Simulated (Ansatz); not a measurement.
Consider Si2N.

```xyz
6
Lattice="4.0166 0.0000 0.0000 0.0000 4.0166 0.0000 0.0000 0.0000 4.7947" Properties=species:S:1:pos:R:3 pbc="T T T"
Si    0.0000    2.0083    1.1987
Si    2.0083    0.0000    3.5960
Si    2.0083    0.0000    1.1987
Si    0.0000    2.0083    3.5960
N     0.0000    0.0000    0.0000
N     2.0083    2.0083    2.3973
```

Space group I4/mmm; a generated structure, not necessarily the stable one.

Method: Ansatz, Kohn-Sham DFT of a periodic cell, PBEsol, Ansatz PAW.

Predict the valence pseudo-density and electron localisation function between the atoms.

Si–N (2.34 Å): ρ is about 0.36 e/Å³ halfway; the ELF peaks at about 0.80 in the valence shell of N, 0.6 Å from its nucleus, and drops to about 0.40 between the two atoms.
Si–Si (2.40 Å): ρ is about 0.47 e/Å³ halfway; the ELF peaks at about 0.85 between the atoms.

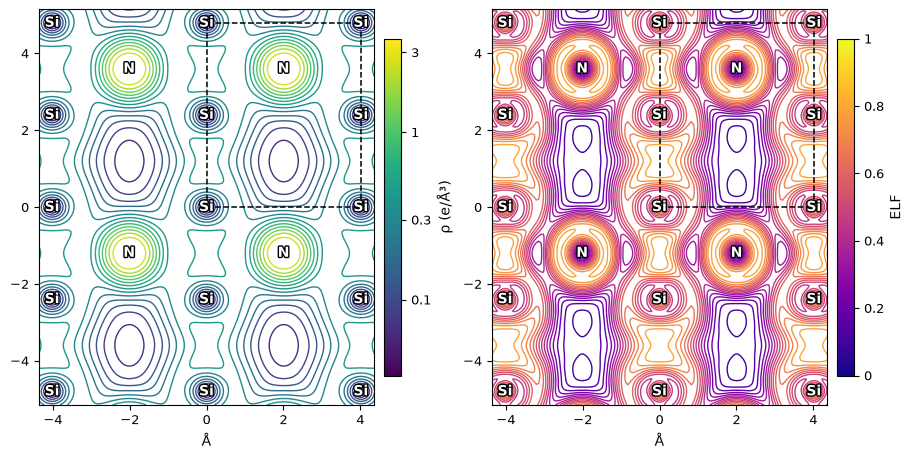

Computed valence pseudo-density and electron localisation function on the (100) plane of the conventional cell, in this order. 

Core electrons are frozen (PAW), and the valence fields are smoothed inside the atomic spheres.
